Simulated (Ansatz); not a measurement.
The starting structures come from a database of crystals and need not be the phases stable at ambient conditions.

 Where the default PAW files enter, the runs use the earlier of Ansatz's two default sets.

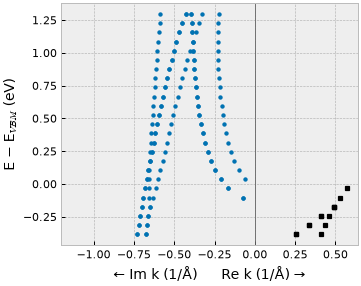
*Complex bands at the centre of the two-dimensional zone; r2SCAN in Ansatz (an electronic-structure program)*

The gap is the functional's own, uncorrected, and κ follows it; spin-orbit coupling is left out. Mid-gap values are interpolated between the computed energies.

Q: This is SrAlGeH (P3m1, not sure to be the ambient phase, 4 atoms a cell, 19.6 Å³ an atom) along the normal of (001). Read off the slowest decay at the centre of the two-dimensional zone at 0.53 eV, the computed energy nearest the middle of the gap.

A: κ ≈ 0.20 1/Å, a decay length 1/(2κ) of the density of 2.5 Å.
